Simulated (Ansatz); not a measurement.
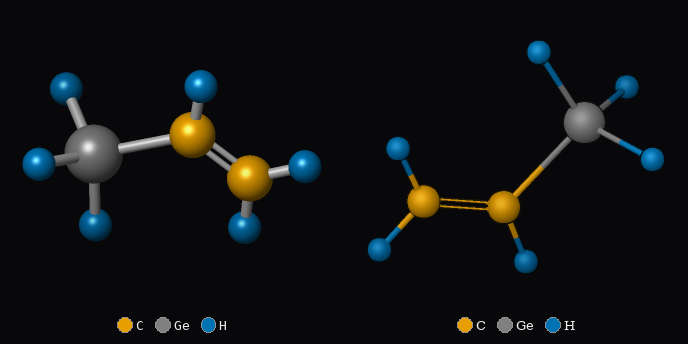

Both panels show the same species.

The geometry was computed by an optimisation with PBE0-D4/def2-TZVP.

Describe the molecule.

The molecule is C2H6Ge. As SMILES it reads `C=[CH][GeH3]`. Among its groups: alkene. This geometry has Cs symmetry. Coordination: 2 C trigonal planar; 1 Ge tetrahedral.

The parts below concern this one geometry. Atoms keep their numbers from picture to picture.

## Geometry

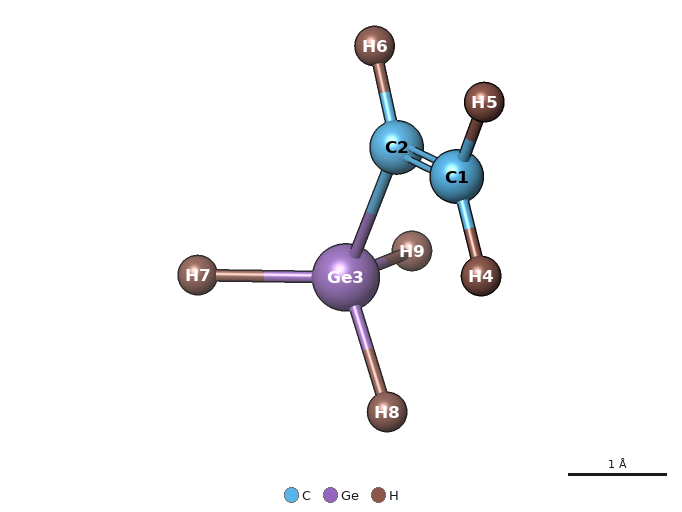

Numbered structure.

Estimate the angles C2–C1–H4, C2–C1–H5, C1–C2–Ge3, C1–C2–H6, Ge3–C2–H6, C2–Ge3–H8, C2–Ge3–H7.

```csv
angle,degrees
C2–C1–H4,122.0
C2–C1–H5,121.9
C1–C2–Ge3,123.1
C1–C2–H6,118.8
Ge3–C2–H6,118.1
C2–Ge3–H8,108.6
C2–Ge3–H7,110.6
```

## Thermal motion

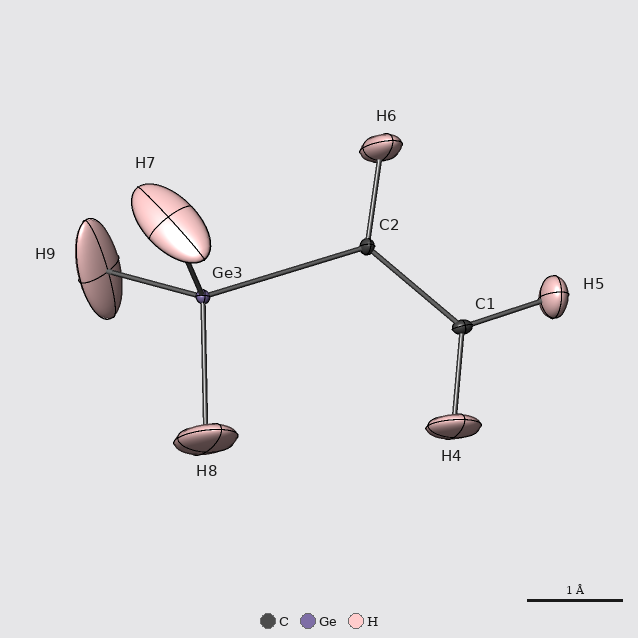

Displacement ellipsoids at the 50 % level, from the internal vibrations of the free molecule (harmonic, no overall translation or rotation; no half-axis is drawn under 0.075 Å). Vibrations computed with RKS PBE0-D4/def2-TZVP (Ansatz 0.2.0). Temperature: 400 K.

List U_eq and the three principal root-mean-square amplitudes for each kind of atom.

```tsv
atom	U_eq (Å²)	rms amplitudes (Å)
C1	0.0034	0.023, 0.067, 0.072
C2	0.0041	0.041, 0.055, 0.088
Ge3	0.00012	0.005, 0.006, 0.017
H4	0.0334	0.075, 0.182, 0.248
H5	0.0204	0.094, 0.146, 0.177
H6	0.0305	0.086, 0.128, 0.260
H7, H9	0.0655	0.088, 0.184, 0.394
H8	0.0557	0.088, 0.201, 0.345
```

## Electronic properties

Method: RKS PBE0-D4/def2-TZVPP (Ansatz 0.2.0).

What does the calculation give?

- HOMO energy (Kohn–Sham orbital): −7.94 eV
- LUMO energy (Kohn–Sham orbital): −0.30 eV
- HOMO–LUMO gap: 7.64 eV
- dispersion correction: −11.9 kJ/mol
- vertical ionisation energy: 10.07 eV

## Charges

The questions are on Mulliken charges. Level of theory: RKS B3LYP-D4/def2-TZVPP (Ansatz 0.2.0).

List the Mulliken charges.

```csv
atom,value (e)
C1,−0.19
C2,−0.20
Ge3,0.14
H4,0.09
H5,0.11
H6,0.10
H7,−0.02
H8,−0.02
H9,−0.02
```

Mulliken values depend strongly on the basis set and can even reverse the polarity of a bond.
